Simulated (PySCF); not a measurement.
# C₉H₂₁ClSi: NMR shifts at several levels of theory, part 1 of 2

How much do the NMR shifts of C₉H₂₁ClSi (`CCCC[Si](C)(C)CCCCl`) depend on the level of theory, and what does each level cost?

Computed with PySCF 2.14.0, with density-fitted response routines of our own, on a single molecule in the gas phase. Atoms count from 0, in the outputs and in this text.

## 1. The molecule as given

32 atoms, charge 0, multiplicity 1; geometry from: GFN2-xTB.

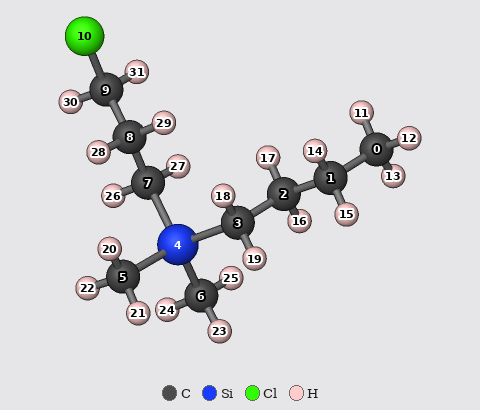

As it starts; carbon dark grey, silicon blue, chlorine green, hydrogen pink, atoms numbered.

## 2. Optimising the geometry at PBE0-D3(BJ)/def2-SVP

Job settings and geometry (Å):

```
{"job": {"xc": "PBE0", "basis": "def2-SVP", "d3": "d3bj", "grid": 1, "kind": "geom"}, "charge": 0, "multiplicity": 1}
C      4.324430     1.788430     0.587830
C      3.574990     0.499760     0.903230
C      2.453030     0.230830    -0.097880
C      1.702050    -1.061150     0.217030
Si     0.286760    -1.467820    -1.005620
C     -0.586540    -3.061110    -0.425570
C      0.970690    -1.710600    -2.769770
C     -0.980280    -0.027380    -1.069230
C     -1.573870     0.320570     0.292650
C     -2.567020     1.464000     0.171620
Cl    -3.266490     1.870500     1.764630
H      3.646690     2.639150     0.611490
H      5.115580     1.960350     1.314020
H      4.772990     1.736930    -0.402050
H      3.152670     0.563260     1.909000
H      4.275330    -0.338780     0.892860
H      2.877710     0.169680    -1.101650
H      1.756800     1.071800    -0.085500
H      1.304190    -0.995230     1.231330
H      2.417120    -1.885920     0.227430
H     -0.965410    -2.964440     0.587030
H      0.093540    -3.906910    -0.438700
H     -1.425280    -3.307350    -1.069020
H      1.716160    -2.498800    -2.796010
H      0.182250    -1.984420    -3.463950
H      1.436590    -0.805450    -3.146470
H     -1.792260    -0.287370    -1.750100
H     -0.506390     0.862960    -1.484850
H     -2.079980    -0.550890     0.709770
H     -0.779670     0.608140     0.982700
H     -3.401940     1.199300    -0.477840
H     -2.088170     2.370510    -0.200000
```

The program printed:

```text
step   0  E = -1104.16782550  max force = 0.016697
step   1  E = -1104.17216822  max force = 0.005059
step   2  E = -1104.17233758  max force = 0.001556
step   3  E = -1104.17237020  max force = 0.000356
step   4  E = -1104.17237113  max force = 0.000257
optimisation converged
```

Wall time 2 min (8 threads of Intel Xeon Platinum 8375C at 2.90GHz (Ice Lake), shared host).

Along the way:

| step | energy from step 0 (eV) | largest force component (eV/Å) |
| --- | --- | --- |
| 0 | 0.0000 | 0.8586 |
| 1 | -0.1182 | 0.2601 |
| 2 | -0.1228 | 0.0800 |
| 3 | -0.1237 | 0.0183 |
| 4 | -0.1237 | 0.0132 |

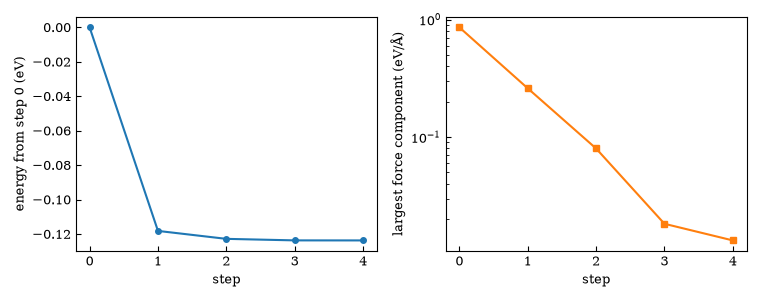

Energy and largest force along the relaxation.

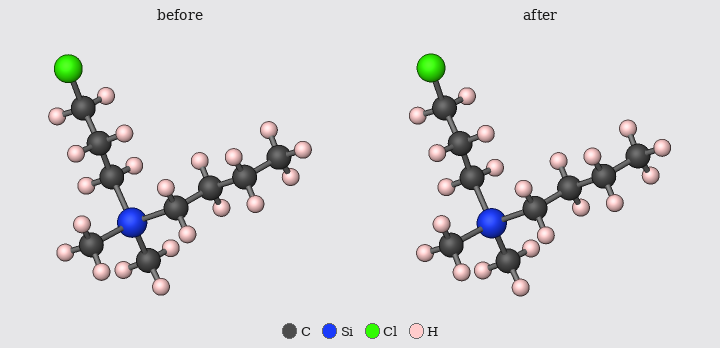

Before and after, at one scale.

Distances of close pairs at the start and the end, largest changes first:

| bond | before (Å) | after (Å) | change (Å) |
| --- | --- | --- | --- |
| Si4–C6 | 1.908 | 1.883 | -0.024 |
| Si4–C5 | 1.907 | 1.883 | -0.024 |
| C3–Si4 | 1.914 | 1.890 | -0.024 |
| Si4–C7 | 1.919 | 1.896 | -0.023 |
| C6–H23 | 1.085 | 1.102 | +0.016 |
| C5–H21 | 1.085 | 1.102 | +0.016 |
| C5–H22 | 1.085 | 1.102 | +0.016 |
| C6–H24 | 1.086 | 1.102 | +0.016 |

The next job starts from the end point, and lists it.

| at the end point | value |
| --- | --- |
| point group (found at 0.08 Å tolerance) | C1 |
| rotational constants (GHz, main isotopes) | 0.704, 0.387, 0.280 |
| dipole moment (D) | 2.25 |

## 3. Shielding tensors: PBE0/pcSseg-1

Job settings and geometry (Å):

```
{"job": {"kind": "nmr", "xc": "PBE0", "basis": "pcSseg-1", "pop": false}, "charge": 0, "multiplicity": 1}
C      4.284204     1.818617     0.598901
C      3.539873     0.527660     0.895967
C      2.428683     0.222394    -0.101535
C      1.674473    -1.072376     0.187974
Si     0.282941    -1.486668    -1.022572
C     -0.587205    -3.055833    -0.451010
C      0.973886    -1.734592    -2.756719
C     -0.957517    -0.053491    -1.066576
C     -1.531896     0.322992     0.296152
C     -2.519591     1.467314     0.207568
Cl    -3.175815     1.904338     1.815837
H      3.602818     2.684881     0.609639
H      5.076904     2.011993     1.337519
H      4.758067     1.787664    -0.395731
H      3.106981     0.570029     1.911288
H      4.249572    -0.318631     0.911919
H      2.860177     0.186270    -1.118598
H      1.721080     1.072020    -0.115332
H      1.243955    -1.036547     1.205612
H      2.378576    -1.924844     0.200520
H     -0.979374    -2.949875     0.572708
H      0.104912    -3.912974    -0.454889
H     -1.432367    -3.305288    -1.112235
H      1.724029    -2.541242    -2.772327
H      0.175016    -2.006447    -3.464990
H      1.456623    -0.818948    -3.132935
H     -1.769909    -0.328267    -1.764070
H     -0.456100     0.820033    -1.521664
H     -2.036282    -0.541045     0.760089
H     -0.724366     0.611493     0.989807
H     -3.377736     1.209454    -0.429806
H     -2.048343     2.372469    -0.202103
```

Method: GIAO PBE0/pcSseg-1 NMR shielding, non-relativistic, gas phase.

The program printed:

```text
coarse grid: 26048 points
cycle   1  E = -1104.3829716105  dE =  6.041e-01  |g| = 6.282e-01  |ddm| = 4.821e+00
cycle   2  E = -1104.3667081815  dE =  1.626e-02  |g| = 6.863e-01  |ddm| = 1.171e+00
cycle   3  E = -1104.4891764823  dE = -1.225e-01  |g| = 4.200e-02  |ddm| = 6.280e-01
cycle   4  E = -1104.4894935835  dE = -3.171e-04  |g| = 2.388e-02  |ddm| = 6.822e-02
cycle   5  E = -1104.4896260317  dE = -1.324e-04  |g| = 5.065e-03  |ddm| = 2.428e-02
cycle   6  E = -1104.4896321158  dE = -6.084e-06  |g| = 1.639e-03  |ddm| = 6.863e-03
final grid: 237360 points
cycle   7  E = -1104.5549475473  dE = -6.160e-05  |g| = 1.216e-02  |ddm| = 3.973e-02
cycle   8  E = -1104.5549321833  dE =  1.536e-05  |g| = 1.438e-02  |ddm| = 2.273e-02
cycle   9  E = -1104.5549856773  dE = -5.349e-05  |g| = 1.088e-03  |ddm| = 1.283e-02
cycle  10  E = -1104.5549859152  dE = -2.379e-07  |g| = 3.193e-04  |ddm| = 1.469e-03
cycle  11  E = -1104.5549859406  dE = -2.541e-08  |g| = 5.998e-05  |ddm| = 3.228e-04
cycle  12  E = -1104.5549859414  dE = -8.013e-10  |g| = 1.688e-05  |ddm| = 7.478e-05
converged SCF energy = -1104.5549859414

GIAO shielding tensors (ppm)
atom      isotropic    diamagn.    paramagn.     s11        s22        s33       span
  0 C      167.866     242.945     -75.079    156.063    161.288    186.247     30.184
  1 C      153.156     246.500     -93.344    137.957    149.197    172.315     34.358
  2 C      155.499     252.056     -96.556    141.476    151.124    173.898     32.422
  3 C      168.246     258.038     -89.792    156.180    159.975    188.584     32.404
  4 Si     349.649     883.597    -533.948    343.238    351.405    354.303     11.065
  5 C      187.516     255.549     -68.033    182.202    186.724    193.621     11.420
  6 C      187.607     255.374     -67.767    182.467    186.868    193.486     11.019
  7 C      171.127     257.651     -86.523    161.221    163.199    188.962     27.741
  8 C      153.452     250.928     -97.476    132.737    151.675    175.945     43.208
  9 C      131.904     245.529    -113.625     98.714    130.374    166.624     67.910
 10 Cl     847.875    1145.511    -297.636    666.895    787.580   1089.150    422.255
 11 H       30.388      28.954       1.434     25.936     29.330     35.899      9.962
 12 H       30.070      24.109       5.960     25.346     27.010     37.853     12.507
 13 H       30.389      26.914       3.475     26.154     28.732     36.281     10.127
 14 H       30.063      31.812      -1.749     25.279     30.642     34.267      8.988
 15 H       30.091      30.038       0.053     24.982     30.435     34.856      9.875
 16 H       30.294      35.451      -5.156     24.404     32.733     33.746      9.342
 17 H       30.360      37.507      -7.147     24.225     32.438     34.418     10.193
 18 H       30.756      37.110      -6.354     27.152     30.684     34.431      7.279
 19 H       30.964      34.643      -3.679     26.031     30.858     36.003      9.971
 20 H       31.084      33.545      -2.462     26.356     29.831     37.064     10.708
 21 H       31.276      30.128       1.147     26.707     28.670     38.451     11.744
 22 H       31.358      30.865       0.494     27.111     28.311     38.653     11.541
 23 H       31.330      30.073       1.257     27.062     28.256     38.671     11.609
 24 H       31.320      30.402       0.917     26.753     28.778     38.428     11.675
 25 H       31.117      33.092      -1.976     26.389     29.820     37.141     10.752
 26 H       31.155      34.674      -3.520     26.095     31.003     36.367     10.272
 27 H       30.917      36.612      -5.694     27.172     30.681     34.900      7.727
 28 H       29.870      34.098      -4.228     23.779     32.847     32.986      9.207
 29 H       29.894      35.447      -5.553     23.470     32.109     34.104     10.634
 30 H       28.117      29.125      -1.008     21.776     29.833     32.741     10.966
 31 H       28.115      29.861      -1.746     22.170     29.716     32.460     10.290
```

Run time: 61 s. Hardware: 8 threads of Intel Xeon Platinum 8375C at 2.90GHz (Ice Lake), shared host.

Shifts follow as δ = σ(reference) − σ, with reference shieldings (ppm) from runs at the same level and on the same kind of geometry: 1H TMS 31.27, 13C TMS 184.4, 29Si TMS 352.0, 35Cl HCl 943. The references are single molecules in the gas phase. Atoms listed in one row are averaged.

| atoms | environment | σ (ppm) | δ (ppm) | δ scaled to CDCl3 |
| --- | --- | --- | --- | --- |
| C9 | sp3 CH2 bonded to Cl | 131.9 | 52.5 | 50.5 |
| C1 | sp3 CH2 | 153.2 | 31.3 | 29.8 |
| C8 | sp3 CH2 | 153.5 | 31.0 | 29.6 |
| C2 | sp3 CH2 | 155.5 | 28.9 | 27.6 |
| C0 | methyl carbon | 167.9 | 16.5 | 15.6 |
| C3 | sp3 CH2 bonded to Si | 168.2 | 16.2 | 15.2 |
| C7 | sp3 CH2 bonded to Si | 171.1 | 13.3 | 12.4 |
| C5, C6 | methyl carbon bonded to Si | 187.6 | -3.2 | -3.6 |
| H30, H31 | hydrogen on an sp3 CH2 bonded to Cl | 28.12 | 3.15 | 3.20 |
| H28, H29 | hydrogen on an sp3 CH2 | 29.88 | 1.38 | 1.53 |
| H14, H15 | hydrogen on an sp3 CH2 | 30.08 | 1.19 | 1.34 |
| H11, H12, H13 | hydrogen on a methyl carbon | 30.28 | 0.98 | 1.15 |
| H16, H17 | hydrogen on an sp3 CH2 | 30.33 | 0.94 | 1.11 |
| H18, H19 | hydrogen on an sp3 CH2 bonded to Si | 30.86 | 0.41 | 0.60 |
| H26, H27 | hydrogen on an sp3 CH2 bonded to Si | 31.04 | 0.23 | 0.43 |
| H20, H21, H22, H23, H24, H25 | hydrogen on a methyl carbon bonded to Si | 31.25 | 0.02 | 0.23 |
| Si4 | silicon bonded to 4 C | 349.6 | 2.3 | – |
| Cl10 | chlorine bonded to C | 848 | 95 | – |

The scaled column applies a straight-line fit of computed shieldings to shifts measured in CDCl3, with any fitted terms for Cl, Br or S neighbours (root-mean-square error 0.21 ppm for H, 2.0 ppm for C).

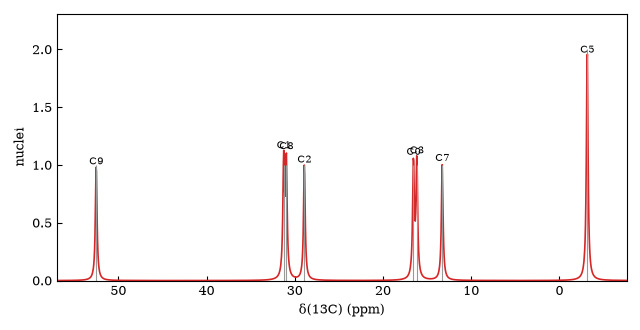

13C lines at the computed shifts, without couplings. Lines are broadened to a width of 0.22 ppm (Lorentzian).

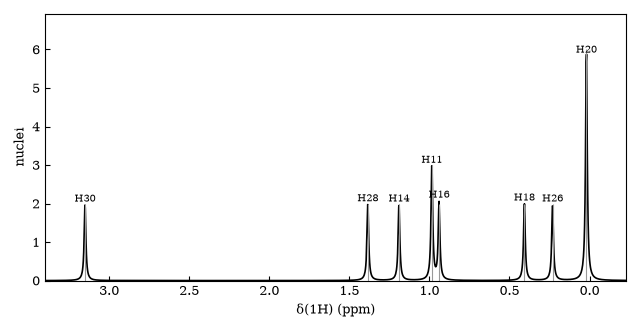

1H lines at the computed shifts, without couplings. Lines are broadened to a width of 0.01 ppm (Lorentzian).

## 4. Nuclear shieldings: PBE/pcSseg-1

The job, as its differences from that of step 3:

```diff
@@ -1,2 +1,2 @@
-{"job": {"kind": "nmr", "xc": "PBE0", "basis": "pcSseg-1", "pop": false}, "charge": 0, "multiplicity": 1}
+{"job": {"kind": "nmr", "xc": "PBE", "basis": "pcSseg-1", "pop": false}, "charge": 0, "multiplicity": 1}
 C      4.284204     1.818617     0.598901
```

With the program's defaults for keys left out, this is: GIAO PBE/pcSseg-1 NMR shielding, non-relativistic, gas phase.

The program printed:

```text
coarse grid: 26048 points
cycle   1  E = -1104.0941049508  dE =  3.721e-01  |g| = 9.341e-01  |ddm| = 4.938e+00
cycle   2  E = -1103.7740426546  dE =  3.201e-01  |g| = 1.418e+00  |ddm| = 2.296e+00
cycle   3  E = -1104.3293300572  dE = -5.553e-01  |g| = 1.018e-01  |ddm| = 1.538e+00
cycle   4  E = -1104.3316255302  dE = -2.295e-03  |g| = 4.823e-02  |ddm| = 1.976e-01
cycle   5  E = -1104.3321550102  dE = -5.295e-04  |g| = 1.379e-02  |ddm| = 5.983e-02
cycle   6  E = -1104.3322001180  dE = -4.511e-05  |g| = 4.216e-03  |ddm| = 1.625e-02
cycle   7  E = -1104.3322041989  dE = -4.081e-06  |g| = 1.126e-03  |ddm| = 4.860e-03
final grid: 237360 points
cycle   8  E = -1104.4213818597  dE = -5.169e-05  |g| = 2.040e-02  |ddm| = 5.627e-02
cycle   9  E = -1104.4212021718  dE =  1.797e-04  |g| = 3.300e-02  |ddm| = 4.734e-02
cycle  10  E = -1104.4214877998  dE = -2.856e-04  |g| = 2.899e-03  |ddm| = 3.166e-02
cycle  11  E = -1104.4214896826  dE = -1.883e-06  |g| = 7.711e-04  |ddm| = 4.148e-03
cycle  12  E = -1104.4214898291  dE = -1.465e-07  |g| = 1.267e-04  |ddm| = 7.341e-04
cycle  13  E = -1104.4214898331  dE = -4.027e-09  |g| = 3.190e-05  |ddm| = 1.781e-04
cycle  14  E = -1104.4214898333  dE = -1.942e-10  |g| = 1.254e-05  |ddm| = 3.840e-05
converged SCF energy = -1104.4214898333

GIAO shielding tensors (ppm)
atom      isotropic    diamagn.    paramagn.     s11        s22        s33       span
  0 C      163.119     242.901     -79.782    150.883    155.803    182.673     31.790
  1 C      146.594     246.673    -100.079    130.808    142.571    166.402     35.594
  2 C      148.905     251.847    -102.943    134.232    144.503    167.979     33.747
  3 C      161.951     257.171     -95.221    148.777    153.362    183.714     34.938
  4 Si     332.590     884.924    -552.334    326.112    334.436    337.222     11.109
  5 C      183.274     254.483     -71.210    177.232    182.428    190.161     12.929
  6 C      183.370     254.337     -70.967    177.487    182.616    190.007     12.521
  7 C      164.991     256.652     -91.661    154.168    156.598    184.206     30.037
  8 C      146.947     250.926    -103.979    125.705    145.211    169.925     44.220
  9 C      125.597     245.972    -120.375     91.778    124.487    160.526     68.748
 10 Cl     814.804    1145.583    -330.779    620.464    744.082   1079.867    459.403
 11 H       30.310      29.405       0.905     26.117     29.274     35.540      9.423
 12 H       29.975      23.839       6.136     25.457     27.074     37.395     11.939
 13 H       30.311      26.946       3.365     26.325     28.692     35.915      9.590
 14 H       29.919      32.048      -2.129     25.393     30.587     33.778      8.386
 15 H       29.949      29.667       0.282     25.096     30.403     34.349      9.253
 16 H       30.129      35.257      -5.128     24.539     32.644     33.205      8.666
 17 H       30.190      37.860      -7.670     24.374     32.179     34.017      9.643
 18 H       30.548      37.113      -6.564     27.189     30.646     33.811      6.622
 19 H       30.804      34.300      -3.496     26.152     30.866     35.395      9.243
 20 H       30.989      33.478      -2.489     26.449     29.825     36.693     10.243
 21 H       31.223      30.090       1.133     26.893     28.744     38.032     11.138
 22 H       31.300      30.818       0.481     27.254     28.350     38.295     11.040
 23 H       31.274      30.028       1.247     27.210     28.302     38.311     11.101
 24 H       31.263      30.366       0.897     26.933     28.845     38.011     11.078
 25 H       31.021      33.023      -2.002     26.479     29.812     36.771     10.292
 26 H       30.995      34.424      -3.429     26.189     31.016     35.781      9.592
 27 H       30.710      36.573      -5.863     27.189     30.644     34.296      7.108
 28 H       29.741      34.102      -4.361     23.955     32.383     32.885      8.930
 29 H       29.764      35.777      -6.013     23.661     31.804     33.828     10.167
 30 H       27.974      29.094      -1.120     21.773     29.767     32.383     10.610
 31 H       27.971      30.169      -2.198     22.163     29.583     32.165     10.002
```

Wall time 49 s (8 threads of Intel Xeon Platinum 8375C at 2.90GHz (Ice Lake), shared host).

Key values: δ C9 54.4, C1 33.4, C8 33.1, C2 31.1, H30 3.22, H28 1.44 ppm (means over like atoms).

## 5. Nuclear shieldings: wB97X-D/pcSseg-1

The job, as its differences from that of step 4:

```diff
@@ -1,2 +1,2 @@
-{"job": {"kind": "nmr", "xc": "PBE", "basis": "pcSseg-1", "pop": false}, "charge": 0, "multiplicity": 1}
+{"job": {"kind": "nmr", "xc": "wB97X-D", "basis": "pcSseg-1", "pop": false}, "charge": 0, "multiplicity": 1}
 C      4.284204     1.818617     0.598901
```

Method: GIAO wB97X-D/pcSseg-1 NMR shielding, non-relativistic, gas phase.

The program printed:

```text
coarse grid: 26048 points
cycle   1  E = -1105.0138270664  dE =  1.002e+00  |g| = 4.646e-01  |ddm| = 4.755e+00
cycle   2  E = -1105.0474983438  dE = -3.367e-02  |g| = 3.504e-01  |ddm| = 7.549e-01
cycle   3  E = -1105.0764202428  dE = -2.892e-02  |g| = 4.052e-02  |ddm| = 3.023e-01
cycle   4  E = -1105.0768372153  dE = -4.170e-04  |g| = 2.084e-02  |ddm| = 6.352e-02
cycle   5  E = -1105.0769448175  dE = -1.076e-04  |g| = 3.050e-03  |ddm| = 2.107e-02
cycle   6  E = -1105.0769481456  dE = -3.328e-06  |g| = 1.010e-03  |ddm| = 6.377e-03
final grid: 237360 points
cycle   7  E = -1105.1539205974  dE = -4.039e-04  |g| = 6.404e-03  |ddm| = 5.732e-02
cycle   8  E = -1105.1539281507  dE = -7.553e-06  |g| = 4.471e-03  |ddm| = 1.285e-02
cycle   9  E = -1105.1539322697  dE = -4.119e-06  |g| = 8.623e-04  |ddm| = 4.544e-03
cycle  10  E = -1105.1539324889  dE = -2.192e-07  |g| = 3.092e-04  |ddm| = 1.514e-03
cycle  11  E = -1105.1539325145  dE = -2.565e-08  |g| = 6.466e-05  |ddm| = 4.216e-04
cycle  12  E = -1105.1539325160  dE = -1.465e-09  |g| = 1.587e-05  |ddm| = 1.395e-04
cycle  13  E = -1105.1539325161  dE = -1.010e-10  |g| = 6.067e-06  |ddm| = 3.932e-05
converged SCF energy = -1105.1539325161

GIAO shielding tensors (ppm)
atom      isotropic    diamagn.    paramagn.     s11        s22        s33       span
  0 C      167.931     242.649     -74.718    156.293    161.675    185.825     29.532
  1 C      154.097     246.467     -92.369    138.996    150.159    173.137     34.140
  2 C      156.326     252.125     -95.799    142.373    151.992    174.614     32.241
  3 C      169.098     258.751     -89.653    157.516    160.868    188.910     31.394
  4 Si     349.547     883.495    -533.947    343.044    351.242    354.355     11.311
  5 C      187.575     255.851     -68.276    182.694    186.774    193.256     10.563
  6 C      187.664     255.580     -67.916    182.975    186.894    193.124     10.149
  7 C      171.909     258.566     -86.657    162.397    164.133    189.198     26.800
  8 C      153.945     250.925     -96.980    133.119    152.118    176.597     43.478
  9 C      132.587     245.692    -113.105     99.439    130.990    167.334     67.895
 10 Cl     853.089    1145.777    -292.688    671.594    794.682   1092.990    421.396
 11 H       30.493      29.155       1.337     26.018     29.459     36.001      9.983
 12 H       30.201      24.041       6.160     25.486     27.132     37.985     12.499
 13 H       30.495      26.950       3.545     26.239     28.857     36.389     10.150
 14 H       30.207      32.090      -1.883     25.410     30.776     34.435      9.024
 15 H       30.233      30.042       0.191     25.113     30.557     35.030      9.917
 16 H       30.437      35.660      -5.223     24.536     32.855     33.920      9.384
 17 H       30.502      38.105      -7.603     24.353     32.563     34.589     10.236
 18 H       30.936      37.674      -6.738     27.342     30.830     34.636      7.294
 19 H       31.119      34.748      -3.630     26.183     30.992     36.181      9.998
 20 H       31.211      33.911      -2.700     26.519     29.966     37.147     10.628
 21 H       31.383      30.084       1.299     26.822     28.783     38.542     11.720
 22 H       31.467      30.915       0.552     27.239     28.445     38.717     11.478
 23 H       31.437      30.021       1.416     27.188     28.388     38.735     11.547
 24 H       31.428      30.423       1.004     26.871     28.892     38.520     11.649
 25 H       31.243      33.377      -2.134     26.552     29.954     37.223     10.671
 26 H       31.305      34.916      -3.611     26.253     31.131     36.531     10.278
 27 H       31.091      37.147      -6.055     27.362     30.824     35.088      7.726
 28 H       30.005      34.371      -4.367     23.914     33.000     33.099      9.185
 29 H       30.024      35.977      -5.953     23.601     32.204     34.266     10.665
 30 H       28.264      29.227      -0.963     21.921     29.966     32.907     10.986
 31 H       28.264      30.124      -1.861     22.315     29.861     32.616     10.302
```

Run time: 86 s. Hardware: 8 threads of Intel Xeon Platinum 8375C at 2.90GHz (Ice Lake), shared host.

This run: δ C9 52.0, C8 30.6, C1 30.4, C2 28.2, H30 3.12, H28 1.37 ppm (means over like atoms).

(Continued in part 2 of 2.)
